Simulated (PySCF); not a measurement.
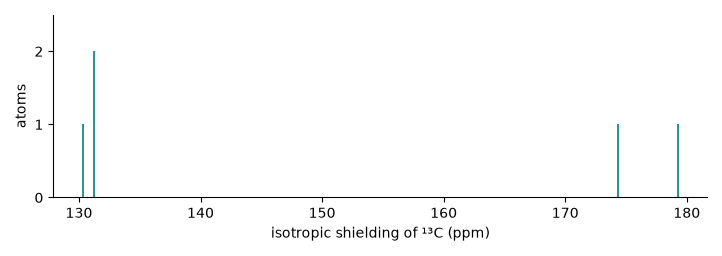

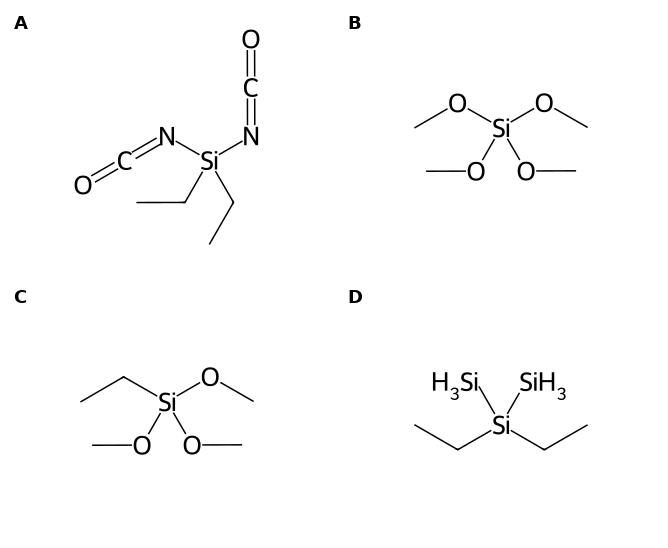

The sticks are computed shieldings of one of the molecules, for one fixed geometry (PBE0-D3(BJ)/def2-SVP) without averaging over rotations. Low shielding means a high chemical shift. Method: GIAO KT2/pcSseg-1 NMR shielding, non-relativistic, gas phase (PySCF 2.14.0).

Match the spectrum to a structure.

Answer. C, `CC[Si](OC)(OC)OC`. Its 5 C atoms give lines at 130.3, 131.2 (2 atoms), 174.3, 179.2 ppm.
